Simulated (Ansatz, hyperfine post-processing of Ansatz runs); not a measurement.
# LiTiV2CrO10: isotropic lines and sites in a paramagnetic 7Li spectrum

Calculated values: DFT, r2SCAN, plane-wave PAW, default files (PAW set soft_2), collinear spin, scalar-relativistic (Ansatz), contact and point-dipole shifts scaled to 298 K with Θ = 0 K (a pure Curie law); spin-only moments, above the ordering temperature.

```cif
data_structure
_symmetry_space_group_name_H-M 'P 1'
_symmetry_Int_Tables_number 1
_cell_length_a 6.5612
_cell_length_b 6.5612
_cell_length_c 5.2810
_cell_angle_alpha 90.000
_cell_angle_beta 90.000
_cell_angle_gamma 90.000
_cell_volume 227.34
loop_
_atom_site_label
_atom_site_type_symbol
_atom_site_fract_x
_atom_site_fract_y
_atom_site_fract_z
_atom_site_occupancy
Cr1 Cr 0.00000 0.00000 0.50000 1
V2 V 0.50000 0.00000 0.39610 1
V3 V 0.00000 0.50000 0.60390 1
Ti4 Ti 0.50000 0.50000 0.50000 1
O5 O 0.73335 0.50000 0.69034 1
O6 O 0.50000 0.00000 0.69494 1
O7 O 0.50000 0.73335 0.30966 1
O8 O 0.50000 0.26665 0.30966 1
O9 O 0.26665 0.50000 0.69034 1
O10 O 0.20404 0.00000 0.30334 1
O11 O 0.00000 0.20404 0.69666 1
O12 O 0.00000 0.79596 0.69666 1
O13 O 0.00000 0.50000 0.30506 1
O14 O 0.79596 0.00000 0.30334 1
Li15 Li 0.00000 0.00000 0.00000 1
```

7Li MAS at 11.7 T (193.6 MHz), 60 kHz, 298 K; contact and dipolar shift alone, no orbital or quadrupolar part; lines under 1.5 % of the strongest are left out. Lines of the NMR spectrum (strongest = 100):

```
position (ppm)  intensity
         -17.7         18
         292.2        100
         602.1         12
         912.0        4.0
```

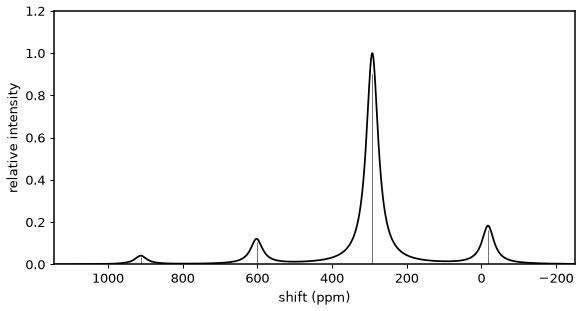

The NMR spectrum, broadened with Lorentzians of width 39 ppm; bars mark the lines.

Q: Find the isotropic shifts among the lines and assign them to the Li sites.

Sidebands are spaced by 310 ppm (the spinning rate over the resonance of 193.6 MHz). An isotropic line need not be the tallest: it is the area-weighted centre of its own family of sidebands, and the one that stays put when the rate is changed. Isotropic shifts: 292 ppm for atom 15 (2 Cr through links of 88° (4)), reduced anisotropy 441 ppm.

[Logs are printed without paths, hosts, clocks, repeated set-up lines and the standing remarks that a program may print on its own settings, such as how far it seeks lower states.]

[Hosts, paths, dates, database ids (printed as entryN), source tags and the programs' standing remarks are cut or masked in the printed files.]
